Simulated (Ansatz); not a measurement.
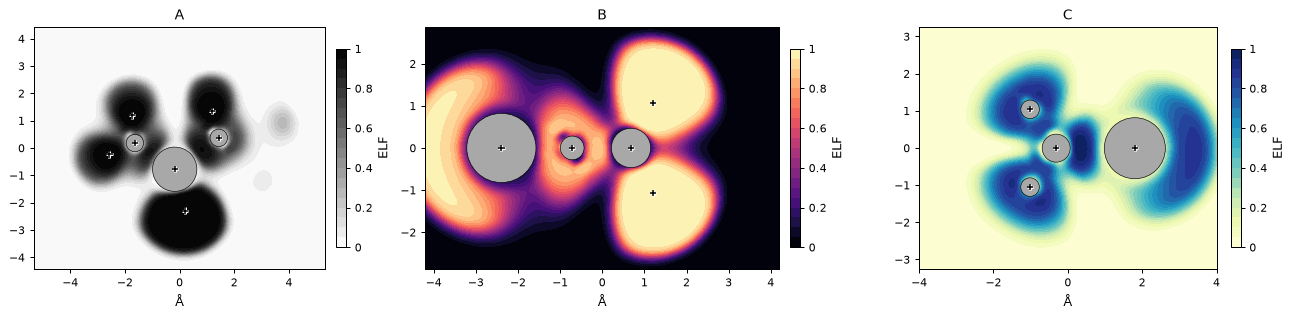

The electron localisation function of 3 systems, each on a plane through atoms (crosses mark nuclei in the plane; grey discs cover the cores).

Method: isolated molecule in a Gaussian basis; Kohn-Sham density functional theory, functional PBE0 (Ansatz 0.2.0).

System 1: CH8AlN2 (SMILES C[NH2+][AlH][NH2]) (charge +1), the plane of atoms N3, Al2 and N4. Geometry: r2SCAN-D4/def2-SVP.

```yaml
atoms:
  - { symbol: C, position_ang: [-1.1740, -1.6127, 2.4677] }
  - { symbol: Al, position_ang: [-2.6033, -0.4070, 0.2258] }
  - { symbol: N, position_ang: [-0.9627, -0.6958, 1.2956] }
  - { symbol: N, position_ang: [-3.0666, 1.2734, 0.2225] }
  - { symbol: H, position_ang: [-0.2295, -1.7743, 3.0035] }
  - { symbol: H, position_ang: [-1.5572, -2.5760, 2.1054] }
  - { symbol: H, position_ang: [-1.9056, -1.1619, 3.1518] }
  - { symbol: H, position_ang: [-0.2195, -1.0935, 0.7049] }
  - { symbol: H, position_ang: [-0.5727, 0.1950, 1.6301] }
  - { symbol: H, position_ang: [-3.1593, -1.7436, -0.3506] }
  - { symbol: H, position_ang: [-3.8994, 1.6126, -0.2582] }
  - { symbol: H, position_ang: [-2.5995, 2.0688, 0.6516] }
```

System 2: BGeH2O (SMILES B[O+]=[Ge]) (charge +1), the molecular plane. Geometry: PBE0-D4/def2-TZVP.

```
atom    x (Å)    y (Å)    z (Å)
   B  -2.0362  -0.5595  -0.9169
  Ge  -0.6812  -2.2834   1.2418
   O  -1.4215  -1.3418   0.0623
   H  -1.9690   0.6174  -0.7731
   H  -2.5694  -1.1433  -1.8030
```

System 3: CHF2Ge (SMILES F[C](F)=[GeH+]) (charge +1), the plane of atoms F3, C1 and Ge4. Geometry: PBE0-D3(BJ)/pcseg-1.

| atom | x (Å) | y (Å) | z (Å) |
| --- | --- | --- | --- |
| C | -1.3288 | 0.7917 | -2.9638 |
| F | -1.7619 | 1.8877 | -3.4171 |
| F | -1.0842 | -0.0388 | -3.8829 |
| Ge | -1.2125 | 0.3340 | -0.9021 |
| H | 0.2633 | 0.9019 | -1.1031 |

**Which map belongs to which system?**

Panel A is system 1, CH8AlN2: the plane holds Al, N and H. Al–N (1.74 Å): the ELF peaks at about 0.90 between the atoms. Panel B is system 2, BGeH2O: the plane holds B, Ge, O and H. B–O (1.40 Å): the ELF peaks at about 0.90 between the atoms, as expected for a shared but strongly polarised pair. Panel C is system 3, CHF2Ge: the plane holds C, F and Ge. C–F (1.26 Å): the ELF peaks at about 0.85 between the atoms; a polar covalent bond.
